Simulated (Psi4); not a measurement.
Reaction (SMILES): C#N (CH-N) + 3 [H][H] (H2) → C (CH4) + N (NH3)
B3LYP-D3(BJ)/def2-TZVP geometries, fixed; electronic energies without zero-point terms.

Basis-set convergence of the energy of full hydrogenation at MP2 with Psi4. All functions are spherical. Density fitting with the program's default auxiliary sets. Cores are frozen. Psi4's default fitting sets serve the pcseg sets less well. No added dispersion term, no relativity. Functions are those of the species that has most. Reference: Hartree-Fock in aug-cc-pVQZ plus the correlation part extrapolated as X^-3 from aug-cc-pVTZ and aug-cc-pVQZ, -76.00 kcal/mol, itself unsure by roughly 0.18 kcal/mol (a third of the extrapolation step and of the last Hartree-Fock step). Deviations are taken from unrounded values.

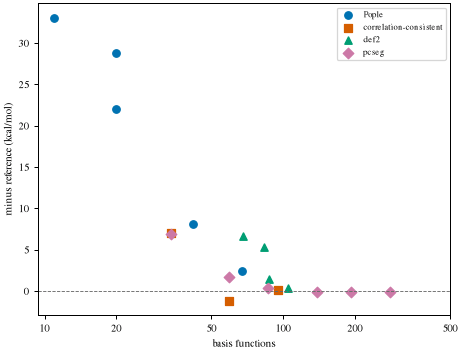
Fig. 1. Deviation from the reference against the number of basis functions, by family of sets.

```
basis            functions  energy of full hydrogenation (kcal/mol)  minus reference (kcal/mol)
---------------  ---------  ---------------------------------------  --------------------------
STO-3G                  11                                   -42.93                       33.07
3-21G                   20                                   -47.24                       28.76
6-31G                   20                                   -54.01                       21.99
cc-pVDZ                 34                                   -68.93                        7.08
pcseg-1                 34                                   -69.08                        6.92
6-311G**                42                                   -67.91                        8.10
aug-cc-pVDZ             59                                   -77.23                       -1.23
aug-pcseg-1             59                                   -74.33                        1.67
6-311++G(2d,2p)         67                                   -73.62                        2.39
def2-TZVP               68                                   -69.39                        6.61
def2-TZVPD              83                                   -70.65                        5.35
pcseg-2                 86                                   -75.60                        0.40
def2-TZVPP              87                                   -74.59                        1.41
jun-cc-pV(T+d)Z         95                                   -75.83                        0.18
def2-TZVPPD            105                                   -75.59                        0.42
aug-pcseg-2            138                                   -76.07                       -0.07
pcseg-3                192                                   -76.14                       -0.13
aug-pcseg-3            281                                   -76.10                       -0.10
```
